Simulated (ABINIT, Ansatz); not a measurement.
# Ba2MgH6 (P-3m1): changed settings of a GW run in ABINIT

A base run on Ba2MgH6 (P-3m1), then changed inputs.

Main program and level: ABINIT 10.8.3; LDA and many-body steps on it, plane waves.

### Step 1. Starting point

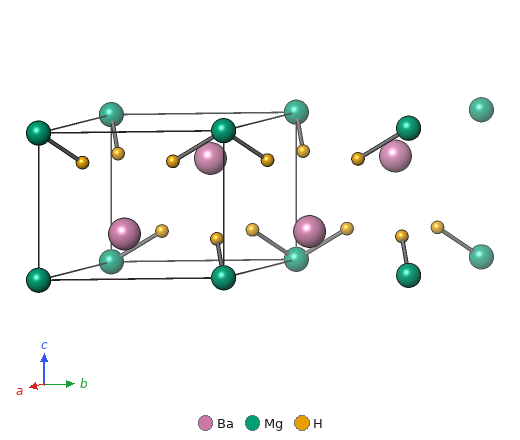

The cell as given, slightly off an axis (barium pink, magnesium teal, hydrogen orange). 1×2×1 cells are drawn. Bonds to atoms that aren't drawn are left out. Some periodic images of atoms are drawn too.

The cell and positions are those that the Materials Project relaxed with its own functionals (PBE, PBE+U or r2SCAN), kept fixed. Spin-orbit coupling is left out unless a step names it.

### Step 2. Screening, 3×3×2 mesh, 103 bands, screening to 114.3 eV

This step: ABINIT 10.8.3; RPA screening on LDA, plane waves, norm-conserving pseudopotentials.

The RPA dielectric matrix is built and inverted for each q.

run.abi reads:

```
acell 3*1.0 Angstrom
rprim 
  5.717818886904 0.000000000024 0.000000000000
  -2.858909443473 4.951776410285 0.000000000000
  0.000000000000 0.000000000000 4.538310090000
ntypat 3
znucl 56 12 1
natom 9
typat 1 1 2 3 3 3 3 3 3
xred 
  0.666666666667 0.333333333333 0.267038260000
  0.333333333333 0.666666666667 0.732961740000
  0.000000000000 0.000000000000 0.000000000000
  0.829634400000 0.659268800000 0.775326710000
  0.829634400000 0.170365600000 0.775326710000
  0.340731200000 0.170365600000 0.775326710000
  0.170365600000 0.340731200000 0.224673290000
  0.170365600000 0.829634400000 0.224673290000
  0.659268800000 0.829634400000 0.224673290000
pp_dirpath "pseudos"
pseudos "Ba.upf, Mg.upf, H.upf"
ecut 38
ngkpt 3 3 2
nshiftk 1
shiftk 0 0 0
kptopt 1
chksymbreak 0
istwfk *1
occopt 1
irdwfk 1
optdriver 3
nband 103
ecuteps 4.2
inclvkb 2
awtr 1
symchi 1
indata_prefix "in"
outdata_prefix "out"
tmpdata_prefix "tmp"
```

Run with:

```bash
> OMP_NUM_THREADS=1 mpirun -n 4 abinit run.abi > log
```

What it wrote:

```text
.Version 10.8.3 of ABINIT. v10.8.2 released Aug 2026.

 Symmetries : space group P-3 m 1 (#164); Bravais hP (primitive hexag.)
[... echo of the input left out ...]
== DATASET  1 ==================================================================
-   mpi_nproc: 4, omp_nthreads: 1 (-1 if OMP is not activated)

--- !DatasetInfo
iteration_state: {dtset: 1, }
dimensions: {natom: 9, nkpt: 6, mband: 103, nsppol: 1, nspinor: 1, nspden: 1, mpw: 9726, }
cutoff_energies: {ecut:  38.0, pawecutdg:  -1.0, }
electrons: {nelect:   3.60000000E+01, charge:   0.00000000E+00, occopt:   1.00000000E+00, tsmear:   1.00000000E-02, }

 SCREENING: Calculation of the susceptibility and dielectric matrices

 Based on a program developped by R.W. Godby, V. Olevano, G. Onida, and L. Reining.
 Incorporated in ABINIT by V. Olevano, G.-M. Rignanese, and M. Torrent.
.Using double precision arithmetic ; gwpc =  8

[... cell and pseudopotentials left out ...]
--------------------------------------------------------------------------------

 ==== K-mesh for the wavefunctions ====
 Number of points in the irreducible wedge :     6
[... list of points left out ...]
 Together with 12 symmetry operations and time-reversal symmetry
 yields    18 points in the full Brillouin Zone.

 ==== Q-mesh for the screening function ====
 Number of points in the irreducible wedge :     6
[... list of points left out ...]
 Together with 12 symmetry operations and time-reversal symmetry
 yields    18 points in the full Brillouin Zone.

 setmesh: FFT mesh size selected  =    36x   36x   32
          total number of points  =        41472

 vcoul_init : cutoff-mode = AUXILIARY_FUNCTION
 q-points for optical limit:   1
     1)      0.000010    0.000020    0.000030

- screening: taking advantage of time-reversal symmetry
- Maximum band index for partially occupied states nbvw = 18
- Remaining bands to be divided among processors   nbcw = 85
- Number of bands treated by each node ~21

 Number of electrons calculated from density =   36.0000; Expected =   36.0000
 average of density, n =  0.041516
 r_s =    1.7916
 omega_plasma =   19.6547 [eV]

 calculating chi0 at frequencies [eV] :
  1    0.000000E+00    0.000000E+00
  2    0.000000E+00    1.965467E+01

--------------------------------------------------------------------------------
  q-point number  1        q = ( 0.000000, 0.000000, 0.000000) [r.l.u.]
--------------------------------------------------------------------------------
[... chi0 elements left out ...]
 For q-point:  0.000010 0.000020 0.000030
  dielectric constant =   6.1163
  dielectric constant without local fields =   6.8352

  Average fulfillment of the sum rule on Im[epsilon] for q-point    1 :     64.60  [%]
[... wings left out ...]
  q-point number  2        q = ( 0.333333, 0.000000, 0.000000) [r.l.u.]
--------------------------------------------------------------------------------
[... chi0 elements left out ...]
  Average fulfillment of the sum rule on Im[epsilon] for q-point    2 :     73.59  [%]

 [... 4 further q-points ...]
```

Wall time 28 s (4 MPI ranks of Arm Neoverse V2, shared host); peak memory 1.4 GiB; 1.8 min of CPU time.

This step gave:

- ε∞ with local fields, on this mesh, along the program's q direction: 6.116
- the same without local fields: 6.835
- plasma frequency: 19.65 eV
- plane waves in the screening matrix: 355

Local fields lower ε∞ by 11 %. On a Γ-centred mesh this coarse the value itself is usually too large, while a short band sum pulls it down.

### Step 3. Base

The self-energy is evaluated for the states that the input lists, and the levels follow from it, in one-shot runs by the linearised quasiparticle equation.

This step: G0W0 on LDA, plane waves, norm-conserving pseudopotentials.

run.abi, as its differences from that of step 2:

```diff
@@ -30,8 +30,17 @@
 irdwfk 1
-optdriver 3
+optdriver 4
 nband 103
+gwcalctyp 0
+ecutsigx 38
+symsigma 1
+nkptgw 2
+kptgw 
+  0.3333333333 0.0000000000 0.0000000000
+  0.0000000000 0.0000000000 0.0000000000
+bdgw 
+  17 20
+  17 21
 ecuteps 4.2
-inclvkb 2
-awtr 1
-symchi 1
+irdscr 1
+ppmodel 1
 indata_prefix "in"
```

What it wrote:

```text
.Version 10.8.3 of ABINIT. v10.8.2 released Aug 2026.

 Symmetries : space group P-3 m 1 (#164); Bravais hP (primitive hexag.)
[... echo of the input left out ...]
== DATASET  1 ==================================================================
-   mpi_nproc: 4, omp_nthreads: 1 (-1 if OMP is not activated)

--- !DatasetInfo
iteration_state: {dtset: 1, }
dimensions: {natom: 9, nkpt: 6, mband: 103, nsppol: 1, nspinor: 1, nspden: 1, mpw: 9726, }
cutoff_energies: {ecut:  38.0, pawecutdg:  -1.0, }
electrons: {nelect:   3.60000000E+01, charge:   0.00000000E+00, occopt:   1.00000000E+00, tsmear:   1.00000000E-02, }

 SIGMA: Calculation of the GW corrections

 Based on a program developped by R.W. Godby, V. Olevano, G. Onida, and L. Reining.
 Incorporated in ABINIT by V. Olevano, G.-M. Rignanese, and M. Torrent.
.Using double precision arithmetic ; gwpc =  8

[... cell and pseudopotentials left out ...]
--------------------------------------------------------------------------------

 ==== K-mesh for the wavefunctions ====
 Number of points in the irreducible wedge :     6
[... list of points left out ...]
 Together with 12 symmetry operations and time-reversal symmetry
 yields    18 points in the full Brillouin Zone.

 ==== Q-mesh for screening function ====
 Number of points in the irreducible wedge :     6
[... list of points left out ...]
 Together with 12 symmetry operations and time-reversal symmetry
 yields    18 points in the full Brillouin Zone.

 vcoul_init : cutoff-mode = AUXILIARY_FUNCTION
 q-points for optical limit:   1
     1)      0.000010    0.000020    0.000030
 setmesh: FFT mesh size selected  =    54x   54x   48
          total number of points  =       139968

 Number of electrons calculated from density =   36.0000; Expected =   36.0000
 average of density, n =  0.041516
 r_s =    1.7916
 omega_plasma =   19.6547 [eV]

 === KS Band Gaps ===
  >>>> For spin  1
   Minimum direct gap =   2.7286 [eV], located at k-point      :   0.0000  0.0000  0.0000
   Fundamental gap    =   2.6073 [eV], Top of valence bands at :   0.3333  0.0000  0.0000
                                       Bottom of conduction at :   0.0000  0.0000  0.0000
 SIGMA fundamental parameters:
 PLASMON POLE MODEL  1
 number of plane-waves for SigmaX                 9653
 number of plane-waves for SigmaC and W            355
 number of plane-waves for wavefunctions          9653
 number of bands                                   103
 number of independent spin polarizations            1
 number of spinorial components                      1
 number of k-points in IBZ                           6
 number of q-points in IBZ                           6
 number of symmetry operations                      12
 number of k-points in BZ                           18
 number of q-points in BZ                           18
 number of frequencies for dSigma/dE                 9
 frequency step for dSigma/dE [eV]                0.25
 number of omega for Sigma on real axis              0
 max omega for Sigma on real axis  [eV]           0.00
 zcut for avoiding poles [eV]                     0.10

 EPSILON^-1 parameters (SCR file):
 dimension of the eps^-1 matrix on file            355
 dimension of the eps^-1 matrix used               355
 number of plane-waves for wavefunctions          9653
 number of bands                                   103
 number of q-points in IBZ                           6
 number of frequencies                               2
 number of real frequencies                          1
 number of imag frequencies                          1

 matrix elements of self-energy operator (all in [eV])

 Perturbative Calculation

--- !SelfEnergy_ee
iteration_state: {dtset: 1, }
kpoint     : [   0.333,    0.000,    0.000, ]
spin       : 1
KS_gap     :    3.236
QP_gap     :    4.916
Delta_QP_KS:    1.680
data: !SigmaeeData |
     Band     E0 <VxcDFT>   SigX SigC(E0)      Z dSigC/dE  Sig(E)    E-E0       E
       17   2.791 -10.749 -13.691   2.114   0.780  -0.282 -11.395  -0.647   2.144
       18   3.309 -10.983 -13.836   2.026   0.782  -0.278 -11.630  -0.647   2.662
       19   6.545  -9.314  -4.491  -3.558   0.817  -0.224  -8.281   1.033   7.578
       20   6.673  -9.659  -4.626  -3.685   0.815  -0.228  -8.561   1.098   7.771

--- !SelfEnergy_ee
iteration_state: {dtset: 1, }
kpoint     : [   0.000,    0.000,    0.000, ]
spin       : 1
KS_gap     :    2.729
QP_gap     :    4.295
Delta_QP_KS:    1.566
data: !SigmaeeData |
     Band     E0 <VxcDFT>   SigX SigC(E0)      Z dSigC/dE  Sig(E)    E-E0       E
       17   3.188 -10.948 -13.800   2.047   0.783  -0.278 -11.578  -0.631   2.557
       18   3.188 -10.948 -13.800   2.047   0.783  -0.278 -11.578  -0.631   2.557
       19   5.916  -9.024  -4.632  -3.253   0.822  -0.217  -8.088   0.935   6.852
       20   7.049  -9.780  -4.575  -3.799   0.813  -0.230  -8.638   1.142   8.191
       21   7.049  -9.780  -4.575  -3.799   0.813  -0.230  -8.638   1.142   8.191

== END DATASET(S) ==============================================================
================================================================================

 -outvars: echo values of variables after computation  --------
           etotal      0.0000000000E+00
            nband         103
             nkpt           6
          spgroup         164
 [... the other variables as echoed above ...]

 Calculation completed.
```

The job ended after 13 s (4 MPI ranks; peak memory 1.1 GiB).

Numbers from this step:

* G0W0 gap on the points computed: 4.19 eV
* starting gap on the mesh: 2.607 eV
* k of the valence top: 0.3333, 0, 0
* k of the conduction bottom: 0, 0, 0
* Z at the valence top: 0.782
* Z at the conduction bottom: 0.822
* least direct G0W0 gap on the computed points: 4.295 eV

The gap on the mesh goes from 2.61 eV to 4.19 eV, a correction of +1.58 eV.

(Part 1 of 2 ends here.)

[Paths, hosts, dates, memory and timing lines, banners, echoed tables and standing remarks are left out of the program output.]

[Logs are printed without paths, hosts, clocks, repeated set-up lines and the standing remarks that a program may print on its own settings, such as how far it seeks lower states.]

[Runs of the session that timed out or met a known fault of the program may be left out.]

[Hosts, paths, dates, database ids (printed as entryN), source tags and the programs' standing remarks are cut or masked in the printed files.]

[G0W0 gaps are taken among the corrected bands and points alone; a level outside them can change the order at an edge.]

[Where Ansatz stands beside ABINIT at settings called matched, ABINIT's density can come from a denser mesh and the files from another edition; pairs whose starting gaps differed by over 0.03 eV were left out, so agreement reads better than it is.]
